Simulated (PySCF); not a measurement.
```xyz
2

Ta    0.0000    0.0000   -0.7456
Br    0.0000    0.0000    1.7094
```

Core potentials replace the inner electrons of Ta.

Computed with PBE0/def2-TZVPPD, non-relativistic Hamiltonian with scalar-relativistic core potentials where named, at a bond length of 2.455 Å in PySCF 2.14.0.

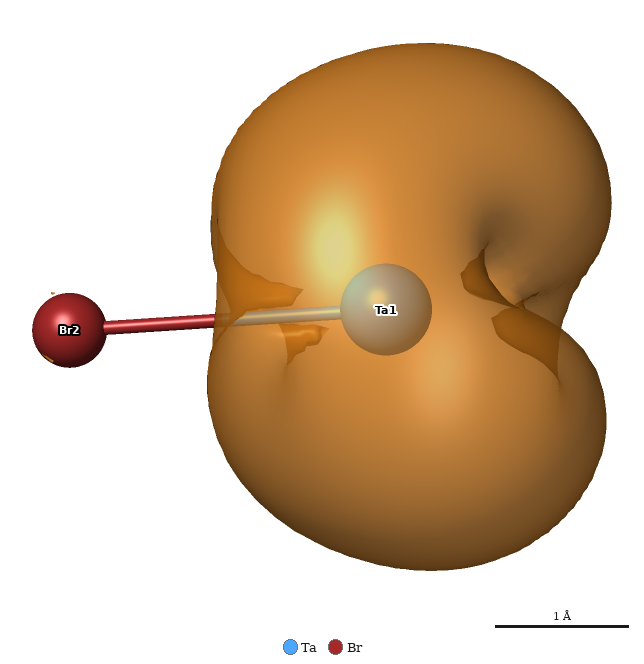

TaBr (quintet). Isosurfaces of the spin density (α minus β) at +0.03 (orange) and −0.03 e/Å³ (purple), seen from one side.

Q: Describe the spin distribution.

A: The unpaired spin (4 electrons) lies mostly on Ta1 (about 3.9) and Br2 (about 0.1), in electrons by Hirshfeld's partition.
